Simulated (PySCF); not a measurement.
# r2SCAN/STO-3G run of SiH4O (silanol)

What is the vertical singlet–triplet gap of SiH4O (silanol) at r2SCAN/STO-3G? Input form: a Python script.

Program for the calculation: PySCF 2.14.0.

5 further runs of the same task are left out: 5 set aside as unsound or not needed.

### Step 1. The molecule

SiH4O has 6 atoms, charge 0, and is taken as a singlet. SMILES: `O[SiH3]`. The shape is that of a PBE0-D4/def2-TZVP optimisation.

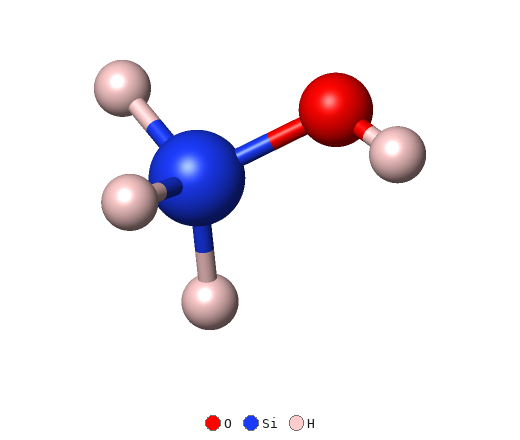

The structure, seen from a chosen angle (oxygen red, silicon blue, hydrogen pink).

### Step 2. The energy at r2SCAN/STO-3G

Input file calc.py:

```python
from pyscf import gto, dft

mol = gto.M(
    atom=[
    ('O', (0.636700, -1.030300, 0.419000)),
    ('Si', (-0.035700, 0.346500, -0.187000)),
    ('H', (0.069100, -1.629200, 0.904700)),
    ('H', (-1.128300, 0.045700, -1.152800)),
    ('H', (1.060500, 1.064900, -0.875600)),
    ('H', (-0.602300, 1.202400, 0.891700)),
],
    max_memory=1860,
    basis='sto-3g',
    verbose=4,
)

mf = dft.RKS(mol, xc='r2scan')
mf.grids.level = 5
mf.conv_tol = 1e-10
mf.kernel()
if not mf.converged:
    mf = mf.newton().run(mf.mo_coeff, mf.mo_occ)

e_tot = mf.e_tot
print('Final energy', e_tot)
```

Command:

```
OMP_NUM_THREADS=1 python calc.py
```

What it wrote:

```text
PySCF version 2.14.0

[... 75 lines left out ...]
converged SCF energy = -362.638573460726
Final energy -362.6385734607255
```

Run time: 5.4 s. Hardware: 1 thread of Intel Xeon Platinum 8259CL at 2.50GHz (Skylake/Cascade Lake), shared host; peak memory 0.2 GiB.

### Step 3. The triplet, same level

Input file run.py:

```python
from pyscf import gto, dft

mol = gto.M(
    atom='''
O      0.636700    -1.030300     0.419000
Si    -0.035700     0.346500    -0.187000
H      0.069100    -1.629200     0.904700
H     -1.128300     0.045700    -1.152800
H      1.060500     1.064900    -0.875600
H     -0.602300     1.202400     0.891700
''',
    verbose=3,
    spin=2,
    charge=0,
    max_memory=1860,
    basis='sto-3g',
)

myscf = dft.UKS(mol, xc='r2scan')
myscf.conv_tol = 1e-10
myscf.grids.level = 5
myscf.kernel()
if not myscf.converged:
    myscf = myscf.newton().run(myscf.mo_coeff, myscf.mo_occ)

e_final = myscf.e_tot
print(f'total energy: {e_final:.8f} hartree')
```

Command:

```
OMP_NUM_THREADS=1 python run.py
```

What it wrote:

```text
WARN: HOMO 0.128788287561594 >= LUMO -0.323464905115733

WARN: HOMO 0.1942339934882 >= LUMO 0.176164082345015

WARN: HOMO 0.238777569516093 >= LUMO -0.0409181377041612

WARN: HOMO 0.202984389617817 >= LUMO -0.0875076041116524

WARN: HOMO 0.203068499202191 >= LUMO -0.0882768693440115

WARN: HOMO 0.193443629787386 >= LUMO -0.0945421498730383

WARN: HOMO 0.189155390212954 >= LUMO -0.0984744040068379

WARN: HOMO 0.188329933022057 >= LUMO -0.0995035542106282

WARN: HOMO 0.188397860546099 >= LUMO -0.0995090387981752

WARN: HOMO 0.188426182493381 >= LUMO -0.0994292665093244

WARN: HOMO 0.18839402447288 >= LUMO -0.0994589318440755

WARN: HOMO 0.188394124969076 >= LUMO -0.0994578314802449

WARN: HOMO 0.188394154278275 >= LUMO -0.0994587740999103

WARN: HOMO 0.188394584703834 >= LUMO -0.0994584623019587

converged SCF energy = -362.311698445134  <S^2> = 2.0010037  2S+1 = 3.000669
total energy: -362.31169845 hartree
```

It took 15 s on 1 thread of Intel Xeon Platinum 8259CL at 2.50GHz (Skylake/Cascade Lake), shared host; peak memory 0.21 GiB.

### Step 4. Summary of results

At r2SCAN/STO-3G:

| quantity | value |
| --- | --- |
| singlet: total energy | -362.63857 Eh |
| singlet: dipole moment | 1.16 D |
| singlet: HOMO energy | -2.77 eV |
| singlet: LUMO energy | 6.78 eV |
| singlet: HOMO–LUMO gap | 9.55 eV |
| triplet: total energy | -362.31170 Eh |
| triplet: dipole moment | 1.23 D |
| triplet: ⟨S²⟩ | 2.001 |
| vertical energy of the triplet above the singlet | 8.895 eV |

What this shows: At this shape the triplet lies 8.89 eV (205 kcal/mol) above the singlet. In a minimal basis such a difference can be off by several eV, whatever the method. Mulliken charges (triplet) run from -0.15 on H5 to +0.41 on Si2; they depend strongly on the basis.
